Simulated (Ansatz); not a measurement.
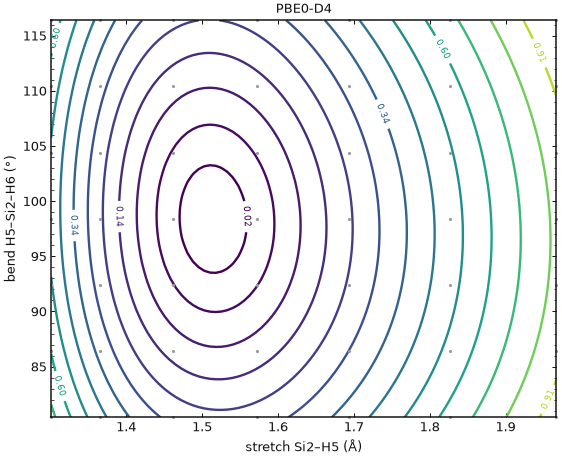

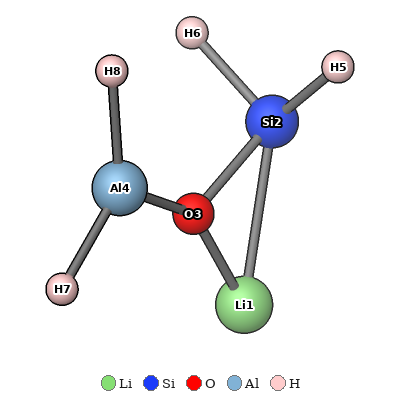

Energy landscape of LiAlSiH₄O, singlet over the stretch Si2–H5 and the bend H5–Si2–H6. Method named on the plot, def2-TZVPP, the Ansatz code 0.2.0, cores frozen in correlated methods. A stretch and then a bend are set rigidly from the minimum (PBE0-D4/def2-TZVP); energies less that of the minimum; in a bend the first-named atom and what hangs on it turn. The outer core of Li, Na, Mg and K is correlated. The map is drawn from 7 × 7 computed points, interpolated. Contours in eV, some labelled. Dots mark the computed points.

### Which computed point is the lowest, and which the highest?

Lowest at 1.46 Å and 98° (0.02 eV), highest at 1.97 Å and 116° (1.03 eV).

### Give the energies on the grid.

In eV; across: stretch Si2–H5 (Å), down: bend H5–Si2–H6 (°).
```
     1.30  1.37  1.46  1.57  1.69  1.83  1.97
 80  0.73  0.45  0.25  0.23  0.38  0.63  0.97
 86  0.60  0.32  0.12  0.11  0.27  0.53  0.88
 92  0.51  0.24  0.05  0.04  0.21  0.48  0.83
 98  0.48  0.21  0.02  0.02  0.19  0.47  0.83
104  0.50  0.23  0.04  0.05  0.22  0.50  0.86
110  0.56  0.29  0.11  0.12  0.29  0.57  0.93
116  0.66  0.39  0.22  0.22  0.40  0.67  1.03
```
